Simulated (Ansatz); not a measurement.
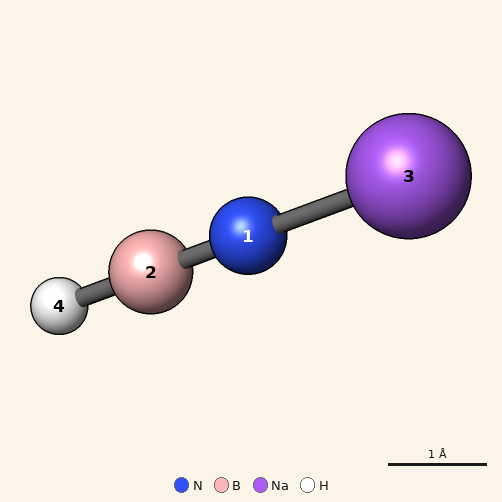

The atoms are numbered. Computed geometry: PBE-D4/def2-SVP optimisation. No frequency run is at hand to confirm it as a minimum.

Estimate the angles B2–N1–Na3, N1–B2–H4.

| angle | degrees |
| --- | --- |
| B2–N1–Na3 | 180.0 |
| N1–B2–H4 | 180.0 |
